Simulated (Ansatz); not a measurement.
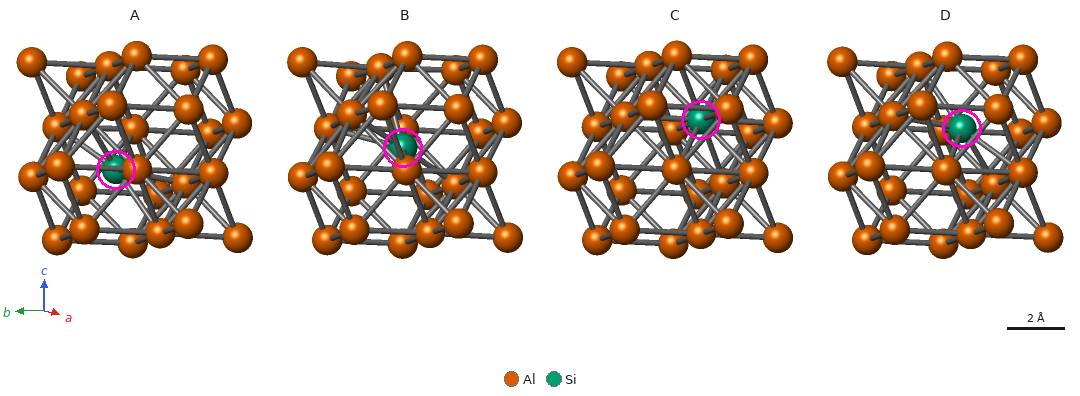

4 geometries from a converged minimum-energy path of Al with an Al vacancy (31 atoms in the cell), shuffled. The picture is a ball-and-stick view of the atoms within 5.0 Å of the middle of the path, seen from a free direction. The moving atom is ringed, with any periodic copies. Bonds to atoms that aren't drawn are left out.

Computed with DFT PBE-D3(BJ), scalar-relativistic, plane waves, PAW (Ansatz). Run with plane-wave cutoff 420 eV; k-point mesh 3 × 3 × 3; Gaussian smearing 0.15 eV; 5 movable images; climbing image; force threshold 0.03 eV/Å; iteration limit 41; optimiser FIRE; starting path by image-dependent pair potential.

Which frame is the top of the path?

Answer. B. In order along the path, whose images run from 0 to 6: A (image 1, +0.16 eV), B (image 3, +0.63 eV), D (image 5, +0.16 eV), C (image 6, 0.00 eV). It is a vacancy jump: a nearby atom moves into the empty site and leaves its own site empty. The Si atom travels furthest, 2.87 Å from end to end, along [0 −1 1], on a path that bends up to 0.12 Å away from the straight line. At the highest image its nearest neighbour (Al) is 2.55 Å away, against 2.82 Å at the start, and the surrounding atoms stand up to 0.19 Å off the mean of their end positions.

Limits of the set-up: the periodic images lie only 8.1 Å apart, so the values are limited by the cell's size.

The run took 35 min on 4 threads of Arm Neoverse V1, with other jobs on the host, peak memory 4.2 GiB.

PAW datasets: the set soft_1.
